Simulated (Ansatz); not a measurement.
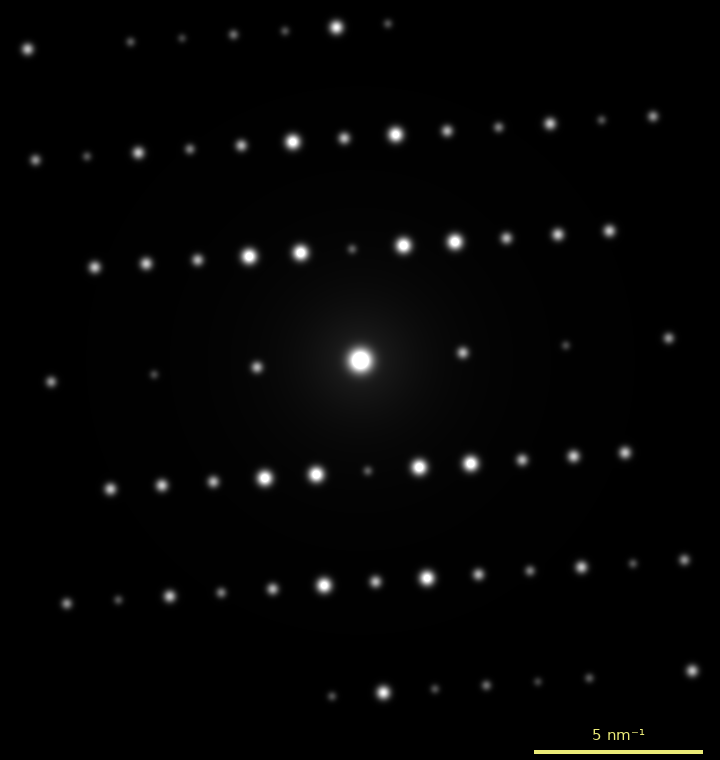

The pattern is a kinematic simulation for 80 kV electrons (no multiple scattering; isotropic B = 0.3 Å²).

### Read the repeat vectors of the pattern off the scale bar.

The spots form a rectangular net whose two shortest vectors correspond to d = 6.48 Å and 3.01 Å, 90.0° apart.

### What is the point symmetry of the pattern, intensities included?

2mm.

### Which crystal and zone produced it?

This cannot be fixed from one zone alone; the pattern is [012] of Sc2Ge2Pt3, space group Pbam (No. 55), a = 6.477 Å, b = 8.897 Å, c = 4.079 Å. The net vectors are 1 0 0 (itself extinct) and 0 2 -1 (weak). Structure: the end point of a relaxation with Ansatz 0.2.0, DFT, PAW plane waves, r2scan; the starting structure was generated, so it need not be a known form of this composition.
